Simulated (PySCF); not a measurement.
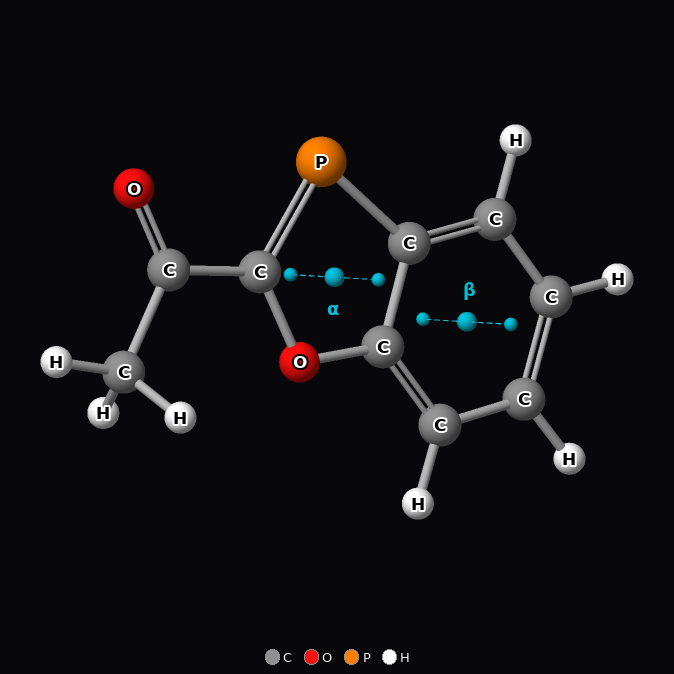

The small points mark where nucleus-independent chemical shifts (NICS) were computed: at the centre of each lettered ring and 1 Å above and below it. Computed geometry: GFN2-xTB optimisation. No frequency run is at hand to confirm it as a minimum. Properties computed with GIAO PBE0/pcSseg-1 NMR shielding, non-relativistic, gas phase (PySCF 2.14.0).

Give NICS(0), NICS(1) and the out-of-plane component NICS(1)zz for each ring (means of the two sides).

| ring | members | NICS(0) | NICS(1) | NICS(1)zz |
| --- | --- | --- | --- | --- |
| α | C3OP | −9.2 | −10.0 | −21.1 |
| β | C6 | −10.0 | −11.9 | −29.5 |

Values in ppm.

Question: What do the values say about the ring currents?

Answer: Ring α: diatropic, as in an aromatic ring. Ring β: diatropic, as in an aromatic ring. NICS is one index among several.

The geometry is semi-empirical. Around P such bond lengths and angles can be off by a tenth of an ångström or more and by several degrees, and values that hang on the shape move with them.
